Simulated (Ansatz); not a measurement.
**What Tl → Lu does to Tl**

Take Tl in the hcp (Mg type) structure (space group P6_3/mmc, No. 194; a = 3.4587 Å, c = 5.5234 Å) as the base.

Modification: Lu takes the place of Tl on all its sites; the structure is relaxed again.

Method: Ansatz (a program for electronic structure) PBEsol, spin-orbit coupling left out, earlier PAW set. k-mesh 16×16×9 (Γ-centred); smearing 0.05 eV (Fermi–Dirac), for the changed cell.

```
quantity                                     base             changed     shift
-----------------------------  ------------------  ------------------  --------
volume per atom                          28.61 Å³            27.49 Å³  -1.12 Å³
lattice parameter a                       3.459 Å             3.445 Å  -0.014 Å
c/a ratio                                   1.597               1.553    -0.044
space group                    P6_3/mmc (No. 194)  P6_3/mmc (No. 194)         –
shortest interatomic distance             3.408 Å             3.333 Å  -0.075 Å
band gap                                     zero                zero         –
```

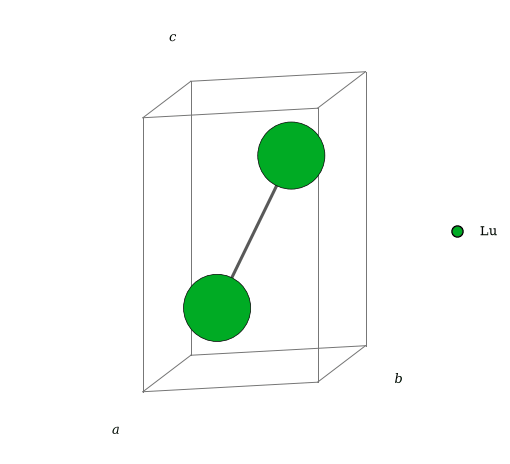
Fig. 1. The relaxed conventional cell after the change

No phonon test of stability was made.
